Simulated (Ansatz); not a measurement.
System: C2H8OSeSi2 (SMILES CO[SiH]1C[Se][SiH2]1).

| atom | x (Å) | y (Å) | z (Å) |
| --- | --- | --- | --- |
| C | -1.9035 | -1.2861 | -0.0665 |
| O | -0.8199 | -0.9691 | -0.8835 |
| Si | -0.7755 | -0.2313 | -2.3525 |
| C | 0.9790 | 0.2419 | -2.8807 |
| Se | 0.8298 | -0.0389 | -4.8518 |
| Si | -0.9842 | -1.4108 | -4.3796 |
| H | -2.5168 | -2.0778 | -0.5060 |
| H | -1.5277 | -1.6391 | 0.8923 |
| H | -2.5400 | -0.4152 | 0.1132 |
| H | -1.6695 | 0.9538 | -2.3467 |
| H | 1.7421 | -0.4255 | -2.4844 |
| H | 1.2698 | 1.2722 | -2.6808 |
| H | -0.6549 | -2.8550 | -4.4105 |
| H | -2.1411 | -1.1829 | -5.2753 |

All numbers below come from RHF/def2-SVP in Ansatz 0.2.0.

What will maps of the electron density and electron localisation function show?

Answer. C–Se (2.00 Å): ρ at the midpoint is about 0.92 e/Å³; the ELF peaks at about 0.90 between the atoms; localised, covalent bonding.
Si–Se (2.32 Å): ρ at the midpoint is about 0.69 e/Å³; the ELF peaks at about 0.90 between the atoms (a covalent bond).

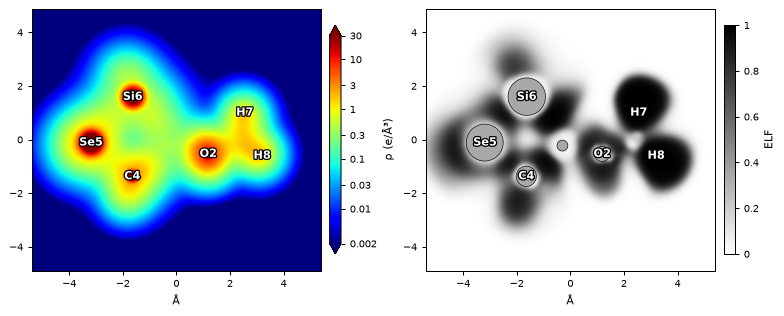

Computed electron density and electron localisation function on the plane of atoms C4, Se5 and Si6, in this order. Grey discs cover the atomic cores in the ELF map. 
